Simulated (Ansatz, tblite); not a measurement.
# The cluster B₈N+: a ladder of methods and basis sets, part 2 of 2

How do method and basis change the picture of the cluster B₈N+ (singlet)?

Ansatz 0.2.0, Gaussian basis; as each input shows. The steps go on from the part before.

## Step 11: PBE-D4/def2-SVP

Contents of in.yaml:

```yaml
crystal:
  periodic: [false, false, false]
  atoms:
    - {symbol: N, position_ang: [0.693478, 1.731702, -1.688418]}
    - {symbol: B, position_ang: [0.077486, 1.809459, -0.507596]}
    - {symbol: B, position_ang: [0.699353, 0.397663, -1.700189]}
    - {symbol: B, position_ang: [-0.680392, -0.022831, 1.925501]}
    - {symbol: B, position_ang: [0.198608, -2.018430, 0.239750]}
    - {symbol: B, position_ang: [0.467057, -1.060749, -1.005875]}
    - {symbol: B, position_ang: [-0.419589, -1.544275, 1.609340]}
    - {symbol: B, position_ang: [-0.510223, 1.157940, 0.868334]}
    - {symbol: B, position_ang: [-0.525777, -0.450488, 0.259142]}
basis:
  gaussian: {orbitals: def2-SVP, initial_orbitals: start.molden}
total_charge: 1
hamiltonian: {xc: pbe, dispersion: d4}
scf: {omitted_lower_state_checks: [starts]}
output: {orbitals: {seedname: orbitals}}
```

Command:

```sh
$ ansatz run in.yaml --threads 4 --pin off --events-out ev --progress --plain --max-ram 4787MiB
```

Log:

```text
Functional definition: PBE
  name "PBE"
  cite "Perdew, Burke & Ernzerhof, Phys. Rev. Lett. 77, 3865 (1996) doi:10.1103/PhysRevLett.77.3865"
  parent pbe
  parameter kappa = 0.804
  parameter beta = 0.06672455060314922
  exchange = pbe_x(kappa = kappa, mu = beta*pi^2/3)
  correlation = pbe_c(beta = beta)
these checks for a lower state are left out or cut short: starts
1404 factors; their error is unknown
mean field evaluation 1: about -6871.5488 eV, gradient 6.7e0 eV
mean field evaluation 2: about -6871.7078 eV, gradient 1.4e-1 eV
mean field evaluation 4: about -6871.6512 eV, gradient 1.3e-3 eV
mean field -6871.65118819 eV, -252.5285233935 hartree, gradient 1.2e-5 eV, S^2 0.000000; 0 other end points of the search recorded, 0 dependent functions left out
reference -6871.65122818 eV, -252.5285248630 hartree; 23, 23 occupied and 103, 103 virtual orbitals, 1404 factors
Total energy: -6871.96312451 eV, -252.5399868417 hartree
Checks for a lower state left out: starts
```

Run time: 1.1 s. Hardware: 4 threads of Intel Xeon Platinum 8488C, shared host.

Report: HOMO -11.39 eV, LUMO -10.82 eV.

## Step 12: PBE0-D4/def2-SVP

Edit in.yaml of step 11 so:

```diff
@@ -15,3 +15,3 @@
 total_charge: 1
-hamiltonian: {xc: pbe, dispersion: d4}
+hamiltonian: {xc: pbe0, dispersion: d4}
 scf: {omitted_lower_state_checks: [starts]}
```

Same command.

Log:

```text
Functional definition: PBE0
  name "PBE0"
  cite "Adamo & Barone, J. Chem. Phys. 110, 6158 (1999) doi:10.1063/1.478522"
  cite "Perdew, Burke & Ernzerhof, Phys. Rev. Lett. 77, 3865 (1996) doi:10.1103/PhysRevLett.77.3865"
  parent pbe
  parameter a = 0.25
  parameter kappa = 0.804
  parameter beta = 0.06672455060314922
  exchange = (1 - a)*pbe_x(kappa = kappa, mu = beta*pi^2/3) + a*exact_x
  correlation = pbe_c(beta = beta)
these checks for a lower state are left out or cut short: starts
1404 factors; their error is unknown
mean field evaluation 1: about -6872.3339 eV, gradient 4.8e0 eV
mean field evaluation 2: about -6872.4043 eV, gradient 5.4e-2 eV
mean field evaluation 4: about -6872.3876 eV, gradient 9.7e-5 eV
mean field -6872.38759238 eV, -252.5555857484 hartree, gradient 1.2e-5 eV, S^2 0.000000; 0 other end points of the search recorded, 0 dependent functions left out
reference -6872.38762210 eV, -252.5555868404 hartree; 23, 23 occupied and 103, 103 virtual orbitals, 1404 factors
Total energy: -6872.65232164 eV, -252.5653143693 hartree
Checks for a lower state left out: starts
```

Wall time 1.2 s (4 threads of Intel Xeon Platinum 8488C, shared host).

From the report: HOMO -12.28 eV, LUMO -9.97 eV.

## Step 13: HF/6-31G

Edit in.yaml of step 12 so:

```diff
@@ -13,5 +13,5 @@
 basis:
-  gaussian: {orbitals: def2-SVP, initial_orbitals: start.molden}
+  gaussian: {orbitals: 6-31G}
 total_charge: 1
-hamiltonian: {xc: pbe0, dispersion: d4}
+hamiltonian: {xc: hf}
 scf: {omitted_lower_state_checks: [starts]}
```

Same command.

Log:

```text
Functional definition: HF
  name "HF"
  cite "Fock, Z. Phys. 61, 126 (1930) doi:10.1007/BF01340294"
  parent pbe
  exchange = exact_x
  correlation = 0
these checks for a lower state are left out or cut short: starts
1140 factors; integrals over basis functions are off by at most 1.2e-4 eV
mean field evaluation 1: about -6831.8688 eV, gradient 4.6e1 eV
mean field evaluation 2: about -6831.8851 eV, gradient 4.6e1 eV
mean field evaluation 4: about -6838.3637 eV, gradient 6.0e0 eV
mean field evaluation 8: about -6838.5586 eV, gradient 2.5e-1 eV
mean field -6838.56010315 eV, -251.3124484484 hartree, gradient 1.4e-5 eV, S^2 0.000000; 0 other end points of the search recorded, 0 dependent functions left out
reference -6838.56010315 eV, -251.3124484484 hartree; 23, 23 occupied and 58, 58 virtual orbitals, 1140 factors
Total energy: -6838.56010315 eV, -251.3124484484 hartree
Checks for a lower state left out: starts
```

Run time: 0.45 s. Hardware: 4 threads of Intel Xeon Platinum 8488C, shared host.

From the report: HOMO -13.96 eV, LUMO -6.40 eV.

## Step 14: B3LYP-D4/6-31G

Edit in.yaml of step 13 so:

```diff
@@ -15,3 +15,3 @@
 total_charge: 1
-hamiltonian: {xc: hf}
+hamiltonian: {xc: {name: B3LYP}, dispersion: d4}
 scf: {omitted_lower_state_checks: [starts]}
```

The command is unchanged.

Log, cut to the lines that bear on the results:

```text
Functional definition: B3LYP
  name "B3LYP"
  cite "Stephens, Devlin, Chabalowski & Frisch, J. Phys. Chem. 98, 11623 (1994) doi:10.1021/j100096a001"
  cite "Becke, Phys. Rev. A 38, 3098 (1988) doi:10.1103/PhysRevA.38.3098"
  cite "Lee, Yang & Parr, Phys. Rev. B 37, 785 (1988) doi:10.1103/PhysRevB.37.785"
  cite "Vosko, Wilk & Nusair, Can. J. Phys. 58, 1200 (1980) doi:10.1139/p80-159"
[...]
1140 factors; integrals over basis functions are off by at most 1.2e-4 eV
[...]
mean field -6884.62389810 eV, -253.0052616894 hartree, gradient 5.6e-5 eV, S^2 0.000000; 0 other end points of the search recorded, 0 dependent functions left out
reference -6884.62414163 eV, -253.0052706390 hartree; 23, 23 occupied and 58, 58 virtual orbitals, 1140 factors
Total energy: -6885.13687146 eV, -253.0241131126 hartree
Checks for a lower state left out: starts
```

Run time: 0.85 s. Hardware: 4 threads of Intel Xeon Platinum 8488C, shared host.

HOMO -11.96 eV, LUMO -10.01 eV.

## Step 15: CCSD(T)/def2-TZVPP

Edit in.yaml of step 14 so:

```diff
@@ -13,5 +13,5 @@
 basis:
-  gaussian: {orbitals: 6-31G}
+  gaussian: {orbitals: def2-TZVPP, initial_orbitals: start.molden}
 total_charge: 1
-hamiltonian: {xc: {name: B3LYP}, dispersion: d4}
+correlation: {method: ccsd_t}
 scf: {omitted_lower_state_checks: [starts]}
```

Launched as before.

Log, cut to the lines that bear on the results:

```text
Functional definition: HF
  name "HF"
  cite "Fock, Z. Phys. 61, 126 (1930) doi:10.1007/BF01340294"
  parent pbe
[...]
1753 factors; integrals over basis functions are off by at most 1.2e-3 eV
[...]
mean field -6844.17721421 eV, -251.5188734724 hartree, gradient 5.0e-6 eV, S^2 0.000000; 0 other end points of the search recorded, 0 dependent functions left out
9 core orbitals not correlated: weight in the atoms' cores, before any rotation towards them, 1.000 or more for the frozen orbitals, at most 0.000 for the correlated occupied ones
reference -6844.17721421 eV, -251.5188734724 hartree; 14, 14 occupied and 256, 256 virtual orbitals, 1753 factors
second order -24.21277044 eV of doubles, -0.00000000 eV of singles
cycle   1  -23.62015318 eV  change    5.9e-1 eV  update   1.7e-1
[...]
cycle  15  -24.64285346 eV  change    1.7e-6 eV  update   1.3e-5
perturbative correction -1.84520421 eV, -0.0678100039 hartree
Total energy: -6870.66527189 eV, -252.4922916376 hartree
Checks for a lower state left out: starts
```

It took 7.1 min on 4 threads of Intel Xeon Platinum 8488C, shared host; peak memory 3.2 GiB.

Report: Hartree-Fock HOMO -13.96 eV, LUMO -6.28 eV; T1 0.021. Doubts: large T1 diagnostic.

## Step 16: MP2/def2-TZVP

Edit in.yaml of step 15 so:

```diff
@@ -13,5 +13,5 @@
 basis:
-  gaussian: {orbitals: def2-TZVPP, initial_orbitals: start.molden}
+  gaussian: {orbitals: def2-TZVP, initial_orbitals: start.molden}
 total_charge: 1
-correlation: {method: ccsd_t}
+correlation: {method: mp2}
 scf: {omitted_lower_state_checks: [starts]}
```

Launched as before.

Log:

```text
Functional definition: HF
  name "HF"
  cite "Fock, Z. Phys. 61, 126 (1930) doi:10.1007/BF01340294"
  parent pbe
  exchange = exact_x
  correlation = 0
these checks for a lower state are left out or cut short: starts
1753 factors; integrals over basis functions are off by at most 1.2e-3 eV
mean field evaluation 1: about -6842.6710 eV, gradient 2.6e1 eV
mean field evaluation 2: about -6843.7031 eV, gradient 1.1e0 eV
mean field evaluation 4: about -6844.1772 eV, gradient 2.9e-2 eV
mean field evaluation 8: about -6844.1772 eV, gradient 2.6e-6 eV
mean field -6844.17721421 eV, -251.5188734724 hartree, gradient 5.0e-6 eV, S^2 0.000000; 0 other end points of the search recorded, 0 dependent functions left out
9 core orbitals not correlated: weight in the atoms' cores, before any rotation towards them, 1.000 or more for the frozen orbitals, at most 0.000 for the correlated occupied ones
reference -6844.17721421 eV, -251.5188734724 hartree; 14, 14 occupied and 256, 256 virtual orbitals, 1753 factors
second order -24.21277044 eV of doubles, -0.00000000 eV of singles
Total energy: -6868.38998465 eV, -252.4086763740 hartree
Checks for a lower state left out: starts
```

Wall time 3.8 s (4 threads of Intel Xeon Platinum 8488C, shared host); peak memory 0.91 GiB.

Hartree-Fock HOMO -13.96 eV, LUMO -6.28 eV.

## Step 17: RPA/def2-TZVP

Edit in.yaml of step 16 so:

```diff
@@ -15,4 +15,4 @@
 total_charge: 1
-correlation: {method: mp2}
+hamiltonian: {xc: pbe}
+correlation: {method: rpa}
 scf: {omitted_lower_state_checks: [starts]}
-output: {orbitals: {seedname: orbitals}}
```

Same command.

Log:

```text
Functional definition: PBE
  name "PBE"
  cite "Perdew, Burke & Ernzerhof, Phys. Rev. Lett. 77, 3865 (1996) doi:10.1103/PhysRevLett.77.3865"
  parent pbe
  parameter kappa = 0.804
  parameter beta = 0.06672455060314922
  exchange = pbe_x(kappa = kappa, mu = beta*pi^2/3)
  correlation = pbe_c(beta = beta)
these checks for a lower state are left out or cut short: starts
1753 factors; integrals over basis functions are off by at most 1.2e-3 eV
mean field evaluation 1: about -6878.6721 eV, gradient 9.3e0 eV
mean field evaluation 2: about -6878.8130 eV, gradient 1.8e-1 eV
mean field evaluation 4: about -6878.8110 eV, gradient 2.0e-3 eV
mean field -6878.81097447 eV, -252.7916406863 hartree, gradient 7.1e-6 eV, S^2 0.000000; 0 other end points of the search recorded, 0 dependent functions left out
9 core orbitals not correlated: weight in the atoms' cores, before any rotation towards them, 1.000 or more for the frozen orbitals, at most 0.000 for the correlated occupied ones
reference -6842.14106253 eV, -251.4440462782 hartree; 14, 14 occupied and 256, 256 virtual orbitals, 1753 factors
Total energy: -6881.79360548 eV, -252.9012503541 hartree
Checks for a lower state left out: starts
```

Run time: 5.5 s. Hardware: 4 threads of Intel Xeon Platinum 8488C, shared host; peak memory 0.96 GiB.

## Step 18: Levels side by side

| level | functions | HOMO (eV) | LUMO (eV) | gap (eV) | time |
| --- | --- | --- | --- | --- | --- |
| HF/6-31G | 81 | -13.96 | -6.40 | 7.56 | 0.45 s |
| PBE-D4/def2-SVP | 126 | -11.39 | -10.82 | 0.58 | 1.1 s |
| PBE-D4/def2-TZVP | 279 | -11.37 | -10.77 | 0.60 | 2.5 s |
| r2SCAN-D4/def2-TZVP | 279 | -11.51 | -10.63 | 0.89 | 4.6 s |
| B3LYP-D4/6-31G | 81 | -11.96 | -10.01 | 1.95 | 0.85 s |
| PBE0-D4/def2-SVP | 126 | -12.28 | -9.97 | 2.31 | 1.2 s |
| PBE0-D4/def2-TZVP | 279 | -12.24 | -9.91 | 2.33 | 4.4 s |
| CAM-B3LYP-D4/def2-TZVP | 279 | -13.31 | -8.74 | 4.57 | 4.7 s |
| ωB97X-V/def2-TZVP | 279 | -14.20 | -7.79 | 6.41 | 8 s |
| PBE+10HF/def2-SVP | 126 | -11.75 | -10.48 | 1.26 | 1.3 s |
| PBE+15HF/def2-SVP | 126 | -11.92 | -10.31 | 1.61 | 1.3 s |
| PBE+40HF/def2-SVP | 126 | -12.82 | -9.46 | 3.36 | 1.5 s |

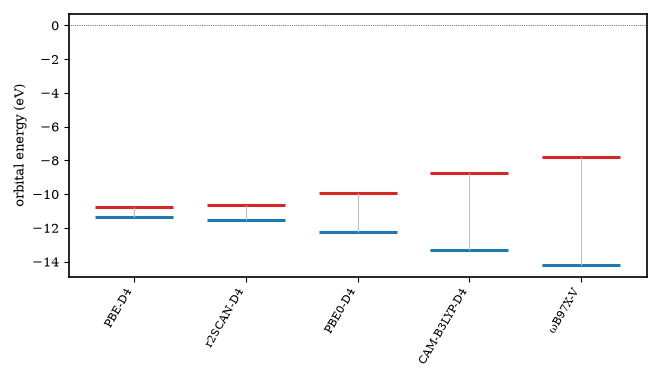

Highest filled (blue) and lowest empty (red) level in def2-TZVP.

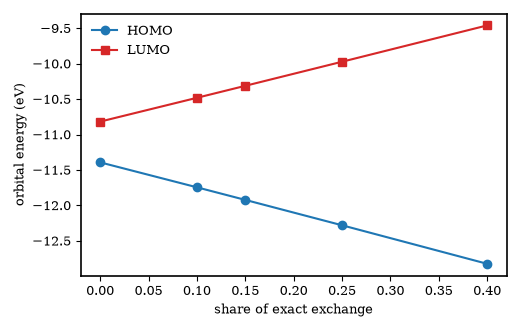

Frontier levels against the share of exact exchange, in def2-SVP.

The pieces so far (eV):

| basis | HF | MP2 correlation | CCSD correlation | (T) | total |
| --- | --- | --- | --- | --- | --- |
| def2-TZVPP | -6844.1772 | -24.2128 | -24.6429 | -1.8452 | -6870.6653 |
| def2-TZVP | -6844.1772 | -24.2128 |  |  | -6868.3900 (MP2) |

## Step 19: Results

The summary covers parts 1 to 2.

| quantity | value |
| --- | --- |
| gap in def2-TZVP, named functionals, smallest and largest | 0.60 eV (PBE-D4), 6.41 eV (ωB97X-V) |
| gap over the share of exact exchange | 0.58 eV at 0, 3.36 eV at 0.4 |
| correlation energy, CCSD(T)/def2-TZVPP | -26.49 eV |
| correlation energy, MP2/def2-TZVP | -24.21 eV |
| PBE0 total energy, smallest basis above largest | 7.13 eV (def2-SVP, def2-TZVP) |

In words: Orbital gaps of the named functionals in def2-TZVP span 0.60 eV (PBE-D4) to 6.41 eV (ωB97X-V); exact exchange widens it. Raising the share of exact exchange from 0 to 0.4 moves the HOMO by -1.43 eV and the LUMO by +1.36 eV. Notes on CCSD(T)/def2-TZVPP: large T1 diagnostic.

The slowest run with a step of its own, CCSD(T)/def2-TZVPP, took 7.1 min; the quickest functional in def2-TZVP took 2.5 s (shared host).
